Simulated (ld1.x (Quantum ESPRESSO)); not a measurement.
# Pseudopotential generation for Cu: TM, PBEsol

Do these settings give a usable potential? It is generated, then checked for transferability, scattering, ghosts and hardness.

Program: ld1.x (Quantum ESPRESSO) 7.5. Reference atom: PBEsol, scalar-relativistic, spherical and spin-unpolarised. All values are calculated.

## (1) The design

Typed settings, in words:

| Property | Result |
| --- | --- |
| element | copper (Cu, Z = 29) |
| type | norm-conserving Troullier–Martins (Kleinman–Bylander form) |
| frozen core | [Ar] |
| valence charge | 11 |
| reference configuration | 3d9 4s0 4p0 (charge +2) |
| partial waves | 4p (bound, empty): rc 1.80 bohr; 3d (bound): rc 1.35 bohr; 4s (bound, empty): rc 1.95 bohr |
| local potential | the s channel |
| core correction | a·sin(br)/r model core inside 0.75 bohr |

An earlier all-electron run gives the scale for the radii.

All-electron outer shells of the reference configuration (PBEsol, scalar-relativistic, ld1.x):

| shell | level (eV) | outermost node (bohr) | outermost maximum (bohr) |
| --- | --- | --- | --- |
| 3p | -97.43 | 0.26 | 0.62 |
| 3d | -29.60 | – | 0.60 |
| 4s | -22.15 | 0.88 | 1.95 |
| 4p | -15.13 | 0.95 | 2.36 |
| 4f | -3.64 | – | 6.91 |

## (2) Generation

Cu.in

```
 &input
   title='Cu', zed=29., rel=1, dft='PBESOL', iswitch=3,
   config='[Ar] 3d9 4s0 4p0',
   nld=3, rlderiv=2.15, eminld=-4.0, emaxld=5.0, deld=0.02
 /
 &inputp
   pseudotype=2, tm=.true., lloc=0,
   nlcc=.true., rcore=0.75,
   file_pseudopw='Cu.UPF', file_wfcaegen='ae.wfc', file_wfcncgen='nc.wfc', file_beta='beta', file_chi='chi'
 /
3
4P  2  1   0.00   0.00  1.80  1.80  0.0
3D  3  2   9.00   0.00  1.35  1.35  0.0
4S  1  0   0.00   0.00  1.95  1.95  0.0
 &test
   configts(1)='3d9 4s0 4p0'
 /
```

Started as:

```
$ ld1.x < Cu.in > Cu.out
```

Output in Cu.out (without the banner and most projector matrices):

```text
     Program LD1 v.7.5
     --------------------------- All-electron run ----------------------------

     Cu
     scalar relativistic calculation

     atomic number is 29.00
     dft =PBESOL   lsd =0 sic =0 latt =0  beta=0.20 tr2=1.0E-14
     Exchange-correlation= PBESOL
                           (   1   4  10   8   0   0   0)
     mesh =1199 r(mesh) = 100.25372 a.u. xmin = -7.00 dx = 0.01250
     1 Ry =  13.60569312 eV, c = 137.03599908

     n l     nl                  e(Ry)          e(Ha)          e(eV)
     1 0     1S 1( 2.00)      -651.8291      -325.9145     -8868.5867
     2 0     2S 1( 2.00)       -79.9018       -39.9509     -1087.1188
     2 1     2P 1( 6.00)       -69.2416       -34.6208      -942.0805
     3 0     3S 1( 2.00)       -10.2856        -5.1428      -139.9430
     3 1     3P 1( 6.00)        -7.1613        -3.5807       -97.4346
     3 2     3D 1( 9.00)        -2.1759        -1.0880       -29.6047
     4 0     4S 1( 0.00)        -1.6277        -0.8139       -22.1463
     4 1     4P 1( 0.00)        -1.1117        -0.5558       -15.1249

     final scf error:  7.0E-15 reached in  32 iterations

     Etot =   -3304.820424 Ry,   -1652.410212 Ha,  -44964.372515 eV

     Ekin =    3353.747721 Ry,    1676.873860 Ha,   45630.062298 eV
     Encl =   -7911.047324 Ry,   -3955.523662 Ha, -107635.282168 eV
     Eh   =    1383.468551 Ry,     691.734275 Ha,   18823.048546 eV
     Exc  =    -130.989371 Ry,     -65.494686 Ha,   -1782.201191 eV

     normalization and overlap integrals

     s(1S/1S) =  1.000000  <r> =   0.0522  <r2> =    0.0037  r(max) =   0.0341
     s(2S/2S) =  1.000000  <r> =   0.2354  <r2> =    0.0654  r(max) =   0.1960
     s(2P/2P) =  1.000000  <r> =   0.2065  <r2> =    0.0523  r(max) =   0.1585
     s(3S/3S) =  1.000000  <r> =   0.7106  <r2> =    0.5837  r(max) =   0.6112
     s(3P/3P) =  1.000000  <r> =   0.7455  <r2> =    0.6566  r(max) =   0.6189
     s(3D/3D) =  1.000000  <r> =   0.9212  <r2> =    1.1126  r(max) =   0.5961
     s(4S/4S) =  1.000000  <r> =   2.2758  <r2> =    5.8967  r(max) =   1.9546
     s(4P/4P) =  1.000000  <r> =   2.7664  <r2> =    8.7547  r(max) =   2.3577

     ------------------------ End of All-electron run ------------------------

     --------------------- Generating NC pseudopotential ---------------------

      Generating local pot.: lloc=0, matching radius rcloc =   1.9500

      Computing core charge for nlcc:

       r > 0.76 : true rho core
       r < 0.76 : rho core = a sin(br)/r    a=  21.17  b=   3.15

      Integrated core pseudo-charge :   8.51

      Wfc   4P  rcut= 1.791  Using Troullier-Martins method

      Wfc   3D  rcut= 1.360  Using Troullier-Martins method

     ------------------- End of pseudopotential generation -------------------

     [... the all-electron block is printed once more ...]


     Computing logarithmic derivative in   2.14679
     Computing logarithmic derivative in   2.14679
     Computing the partial wave expansion
       no projector for channel:   0
     R is outside the sphere for l=    1 j= 0.00
     R is outside the sphere for l=    2 j= 0.00

     ---------------------- Testing the pseudopotential ----------------------

     Cu
     scalar relativistic calculation

     atomic number is 29.00   valence charge is 11.00
     dft =PBESOL   lsd =0 sic =0 latt =0  beta=0.20 tr2=1.0E-14
     mesh =1199 r(mesh) = 100.25372 xmin = -7.00 dx = 0.01250

     n l     nl             e AE (Ry)        e PS (Ry)    De AE-PS (Ry)
     3 2     3D   1( 9.00)       -2.17590       -2.17591        0.00001
     1 0     4S   1( 0.00)       -1.62772       -1.62773        0.00000
     2 1     4P   1( 0.00)       -1.11166       -1.11166       -0.00000

     eps = 6.8E-16  iter = 10

     Etot =   -3304.820424 Ry,   -1652.410212 Ha,  -44964.372515 eV
     Etotps =  -112.511222 Ry,     -56.255611 Ha,   -1530.793156 eV

     Ekin =     139.050929 Ry,      69.525465 Ha,    1891.884272 eV
     Encl =    -127.491278 Ry,     -63.745639 Ha,   -1734.607210 eV
     Ehrt =      78.571348 Ry,      39.285674 Ha,    1069.017651 eV
     Ecxc =     -37.114717 Ry,     -18.557358 Ha,    -504.971443 eV
     (Ecc =     -16.442851 Ry,      -8.221426 Ha,    -223.716391 eV)
     Epseu=    -165.527504 Ry,     -82.763752 Ha,   -2252.116426 eV

     ---------------------- End of pseudopotential test ----------------------
```

Run time: 5.2 s. Hardware: 1 thread of AMD EPYC 7R43, shared host. (Generation and the later configuration tests together.)

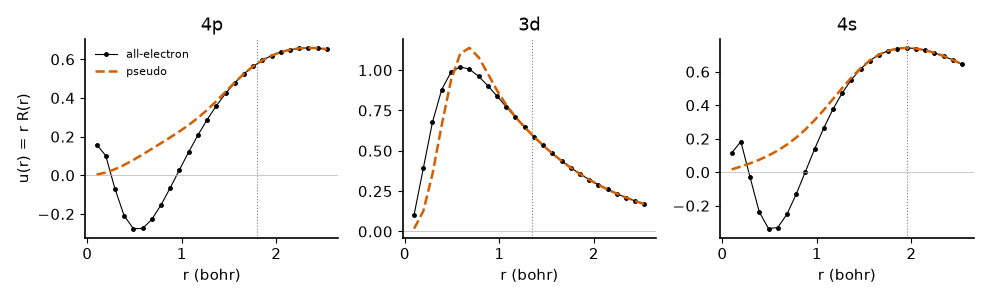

All-electron and pseudo partial waves (4p, 3d, 4s), with the matching radii dotted. The curves join 26 sampled radii, too few to resolve the innermost nodes.

## (3) Transferability test

Cu.test.in

```
 &input
   title='Cu', zed=29., rel=1, dft='PBESOL', iswitch=2,
   config='[Ar] 3d9 4s0 4p0'
 /
 &test
   file_pseudo='Cu.UPF', nconf=8,
   configts(1)='3d9 4s0 4p0',
   configts(2)='3d10 4s1 4p0',
   configts(3)='3d10 4s0 4p0',
   configts(4)='3d8 4s0 4p0',
   configts(5)='3d10 4s0.5 4p0',
   configts(6)='3d9 4s1 4p0',
   configts(7)='3d7 4s0 4p0',
   configts(8)='3d9 4s2 4p0'
 /
```

Started as:

```
$ ld1.x < Cu.test.in > Cu.test.out
```

Cu.test.out, the pseudopotential blocks, each with the warnings that came before it:

```text
     ---------------------- Testing the pseudopotential ----------------------

     Cu
     scalar relativistic calculation

     atomic number is 29.00   valence charge is 11.00
     dft =PBESOL   lsd =0 sic =0 latt =0  beta=0.20 tr2=1.0E-14
     mesh =1199 r(mesh) = 100.25372 xmin = -7.00 dx = 0.01250

     n l     nl             e AE (Ry)        e PS (Ry)    De AE-PS (Ry)
     3 2     3D   1( 9.00)       -2.17590       -2.17591        0.00001
     1 0     4S   1( 0.00)       -1.62772       -1.62773        0.00000
     2 1     4P   1( 0.00)       -1.11166       -1.11166       -0.00000

     eps = 3.9E-15  iter =  6

     Etot =   -3304.820424 Ry,   -1652.410212 Ha,  -44964.372515 eV
     Etotps =  -112.511221 Ry,     -56.255611 Ha,   -1530.793149 eV

     Ekin =     139.050929 Ry,      69.525464 Ha,    1891.884266 eV
     Encl =    -127.491278 Ry,     -63.745639 Ha,   -1734.607207 eV
     Ehrt =      78.571348 Ry,      39.285674 Ha,    1069.017644 eV
     Ecxc =     -37.114716 Ry,     -18.557358 Ha,    -504.971441 eV
     (Ecc =     -16.442851 Ry,      -8.221426 Ha,    -223.716391 eV)
     Epseu=    -165.527503 Ry,     -82.763752 Ha,   -2252.116410 eV

     ---------------------- End of pseudopotential test ----------------------

     ---------------------- Testing the pseudopotential ----------------------

     Cu
     [...]
     n l     nl             e AE (Ry)        e PS (Ry)    De AE-PS (Ry)
     3 2     3D   1(10.00)       -0.37181       -0.35145       -0.02036  !
     1 0     4S   1( 1.00)       -0.33866       -0.34418        0.00552  !
     2 1     4P   1( 0.00)       -0.04672       -0.04919        0.00246

     eps = 2.6E-15  iter = 11

     Etot =   -3306.982469 Ry,   -1653.491235 Ha,  -44993.788637 eV
     Etotps =  -114.660162 Ry,     -57.330081 Ha,   -1560.030981 eV
     dEtot_ae =      -2.162045 Ry
     dEtot_ps =      -2.148941 Ry,   Delta E=      -0.013104 Ry

     [...]
     ---------------------- End of pseudopotential test ----------------------

     ---------------------- Testing the pseudopotential ----------------------

     Cu
     [...]
     n l     nl             e AE (Ry)        e PS (Ry)    De AE-PS (Ry)
     3 2     3D   1(10.00)       -1.00265       -0.97200       -0.03066  !
     1 0     4S   1( 0.00)       -0.86543       -0.87368        0.00825  !
     2 1     4P   1( 0.00)       -0.46986       -0.47632        0.00646  !

     eps = 1.3E-15  iter = 10

     Etot =   -3306.386894 Ry,   -1653.193447 Ha,  -44985.685432 eV
     Etotps =  -114.057633 Ry,     -57.028816 Ha,   -1551.833147 eV
     dEtot_ae =      -1.566470 Ry
     dEtot_ps =      -1.546411 Ry,   Delta E=      -0.020059 Ry

     [...]
     ---------------------- End of pseudopotential test ----------------------

     ---------------------- Testing the pseudopotential ----------------------

     Cu
     [...]
     n l     nl             e AE (Ry)        e PS (Ry)    De AE-PS (Ry)
     3 2     3D   1( 8.00)       -3.59268       -3.67412        0.08144  !
     1 0     4S   1( 0.00)       -2.51736       -2.52057        0.00322
     2 1     4P   1( 0.00)       -1.89446       -1.89283       -0.00162

     eps = 1.7E-15  iter =  7

     Etot =   -3301.954541 Ry,   -1650.977271 Ha,  -44925.380194 eV
     Etotps =  -109.607711 Ry,     -54.803855 Ha,   -1491.288878 eV
     dEtot_ae =       2.865883 Ry
     dEtot_ps =       2.903510 Ry,   Delta E=      -0.037628 Ry

     [...]
     ---------------------- End of pseudopotential test ----------------------

     ---------------------- Testing the pseudopotential ----------------------

     Cu
     [...]
     n l     nl             e AE (Ry)        e PS (Ry)    De AE-PS (Ry)
     3 2     3D   1(10.00)       -0.67206       -0.64703       -0.02503  !
     1 0     4S   1( 0.50)       -0.59247       -0.59936        0.00690  !
     2 1     4P   1( 0.00)       -0.24447       -0.24893        0.00445

     eps = 8.3E-17  iter = 12

     Etot =   -3306.750637 Ry,   -1653.375319 Ha,  -44990.634404 eV
     Etotps =  -114.425202 Ry,     -57.212601 Ha,   -1556.834179 eV
     dEtot_ae =      -1.930213 Ry
     dEtot_ps =      -1.913980 Ry,   Delta E=      -0.016233 Ry

     [...]
     ---------------------- End of pseudopotential test ----------------------

     ---------------------- Testing the pseudopotential ----------------------

     Cu
     [...]
     n l     nl             e AE (Ry)        e PS (Ry)    De AE-PS (Ry)
     3 2     3D   1( 9.00)       -1.38821       -1.39282        0.00460
     1 0     4S   1( 1.00)       -0.99845       -0.99675       -0.00170
     2 1     4P   1( 0.00)       -0.56024       -0.55934       -0.00091

     eps = 1.1E-15  iter = 10

     Etot =   -3306.129453 Ry,   -1653.064727 Ha,  -44982.182763 eV
     Etotps =  -113.819292 Ry,     -56.909646 Ha,   -1548.590356 eV
     dEtot_ae =      -1.309029 Ry
     dEtot_ps =      -1.308071 Ry,   Delta E=      -0.000958 Ry

     [...]
     ---------------------- End of pseudopotential test ----------------------

     Warning: n=3, l=2 expected 0 nodes, found 1
     ---------------------- Testing the pseudopotential ----------------------

     Cu
     [...]
     n l     nl             e AE (Ry)        e PS (Ry)    De AE-PS (Ry)
     3 2     3D   1( 7.00)       -5.21100       -5.39741        0.18641  !
     1 0     4S   1( 0.00)       -3.51383       -3.53511        0.02128  !
     2 1     4P   1( 0.00)       -2.79501       -2.79647        0.00146

     eps = 1.9E-15  iter =  7

     Etot =   -3297.568566 Ry,   -1648.784283 Ha,  -44865.705963 eV
     Etotps =  -105.088073 Ry,     -52.544036 Ha,   -1429.796066 eV
     dEtot_ae =       7.251858 Ry
     dEtot_ps =       7.423149 Ry,   Delta E=      -0.171291 Ry

     [...]
     ---------------------- End of pseudopotential test ----------------------

     ---------------------- Testing the pseudopotential ----------------------

     Cu
     [...]
     n l     nl             e AE (Ry)        e PS (Ry)    De AE-PS (Ry)
     3 2     3D   1( 9.00)       -0.70160       -0.71129        0.00969  !
     1 0     4S   1( 2.00)       -0.42860       -0.42709       -0.00150
     2 1     4P   1( 0.00)       -0.08340       -0.08321       -0.00019

     eps = 1.9E-15  iter = 15

     Etot =   -3306.836563 Ry,   -1653.418281 Ha,  -44991.803480 eV
     Etotps =  -114.524771 Ry,     -57.262385 Ha,   -1558.188883 eV
     dEtot_ae =      -2.016139 Ry
     dEtot_ps =      -2.013549 Ry,   Delta E=      -0.002589 Ry

     [...]
     ---------------------- End of pseudopotential test ----------------------
```

Energies count from the reference configuration 3d9 4s0 4p0; the error is all-electron less pseudo. A star marks tests that logged a warning. The frozen-core shift comes from a second all-electron run, not shown, with the core orbitals held at their reference shape; it is that run's ΔE less the relaxed one.

| valence configuration | charge | ΔE all-electron (eV) | error AE − PS (meV) | frozen-core shift (meV) |
| --- | --- | --- | --- | --- |
| 3d10 4s1 4p0 | 0 | -29.416 | -178 | +48 |
| 3d10 4s0 4p0 | +1 | -21.313 | -273 | +74 |
| 3d8 4s0 4p0 | +3 | 38.992 | -512 | +205 |
| 3d10 4s0.5 4p0 | +0.5 | -26.262 | -221 | +60 |
| 3d9 4s1 4p0 | +1 | -17.810 | -13 | +1.0 |
| 3d7 4s0 4p0 * | +4 | 98.667 | -2331 | +1160 |
| 3d9 4s2 4p0 | 0 | -27.431 | -35 | +4.9 |

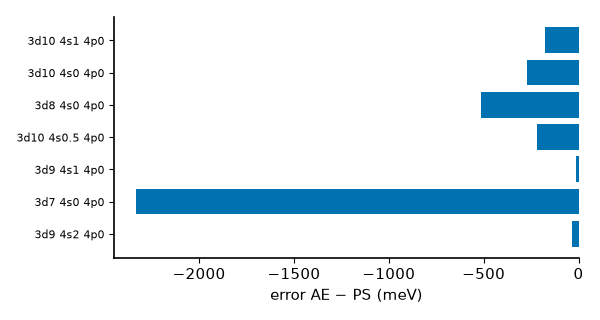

Error of the potential in each test configuration.

## (4) Logarithmic derivatives

Taken from the files of the generation run. The phase is arctan(r·u′/u) with u = r·R, unwrapped, with energies in Ry. A pole is an energy at which the radial function vanishes at the test radius. The pseudo phase is shifted by a multiple of π to meet the all-electron one at the reference energy. Levels narrower than the energy grid can be missing from the poles. The last column is the largest difference on the grid between −1 and +1 Ry.

| channel | radius (bohr) | reference (Ry) | poles AE | poles PS | window around the reference with phases within 0.05 rad (Ry) | largest difference near zero (rad) |
| --- | --- | --- | --- | --- | --- | --- |
| s | 2.15 | -1.63 | 1.27 | 1.09 | below 2.9 | 0.012 |
| p | 2.15 | -1.11 | 2.60 | 2.57 | the whole range | 0.005 |
| d | 2.15 | -2.18 | -2.00, 4.84 | -1.99 | below -0.7 | 0.474 |

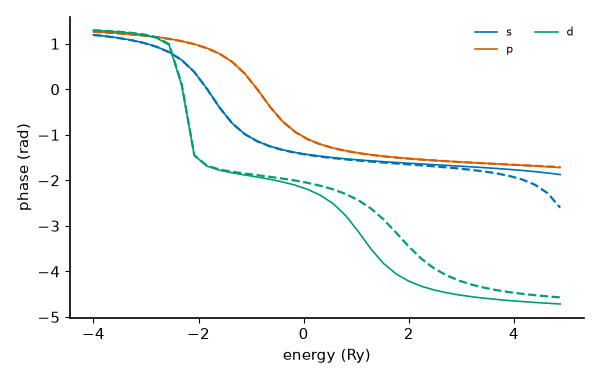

Phases by channel: all-electron solid, pseudo dashed.

## (5) Plane-wave convergence, by spherical Bessel functions

This step uses the generator's waves and projectors in a separate script. Basis: spherical Bessel functions vanishing at 20 bohr, q² up to the cutoff; potential fixed at the reference.

All-electron valence levels (Ry): 4p -1.1117, 3d -2.1759, 4s -1.6277. The lowest levels of each channel (Ry) by cutoff; the last column sums, over occupied levels, occupation times the distance from the level at 400 Ry. A positive value at high cutoff is not a bound level.

```tsv
cutoff (Ry)	p #1	p #2	d #1	s #1	f #1	Σ f·Δε (mRy)
8	-160.2457	-1.0927	-0.5909	-1.6085	-0.2664	14265.4
18	-1808.1324	-1.1027	-0.5938	-1.6233	-0.2664	14239.3
35	-2965.1409	-1.1112	-0.6157	-1.6276	-0.2664	14041.8
55	-3045.8715	-1.1115	-1.0092	-1.6277	-0.2664	10500.2
80	-3074.4019	-1.1116	-1.8801	-1.6277	-0.2664	2662.6
120	-3085.5203	-1.1117	-2.1679	-1.6277	-0.2664	72.4
140	-3088.4809	-1.1117	-2.1750	-1.6277	-0.2664	7.9
200	-3090.0595	-1.1117	-2.1756	-1.6277	-0.2664	2.9
260	-3090.4611	-1.1117	-2.1759	-1.6277	-0.2664	0.5
350	-3090.6319	-1.1117	-2.1759	-1.6277	-0.2664	0.0
400	-3090.6704	-1.1117	-2.1759	-1.6277	-0.2664	0.0
```

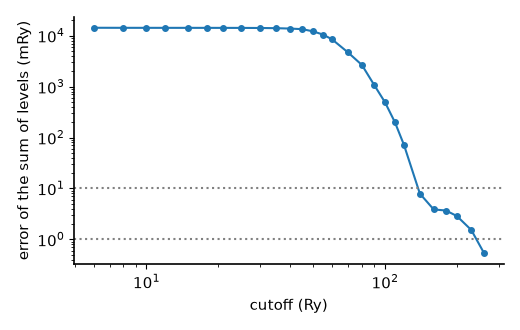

Occupation-weighted error of the valence levels against the cutoff; the dotted lines mark 10 and 1 mRy.

The sum stays within 10 mRy from 140 Ry and within 1 mRy from 260 Ry. The sum leaves out empty levels, which can need more. Ghost test: ghost state, bound below the all-electron valence or empty levels of the same l: p at -42050.7 eV.

## (6) Outcome

```
                                                quantity                                                    value
               cutoffs for 10 and 1 mRy, occupied levels                                        140 Ry and 260 Ry
                                            bound ghosts                                        p at -42050.71 eV
                            largest test error (AE − PS)  -2331 meV, for 3d7 4s0 4p0 (this test logged a warning)
largest phase difference near zero energy, channels read                                                0.474 rad
```

What this shows: A bound ghost (p) makes it unfit for use: electrons can fall into a state that the atom doesn't have. By total energies transferability is poor: the largest error is 2331 meV on 98.7 eV, for 3d7 4s0 4p0. That test lies far up in energy; among those under 40 eV, nearer to bonding, the largest error is 512 meV. By its cutoff, 140 Ry for the looser tolerance, it is very hard. Near zero energy the largest phase difference among the channels read is 0.47 rad, in the d channel.
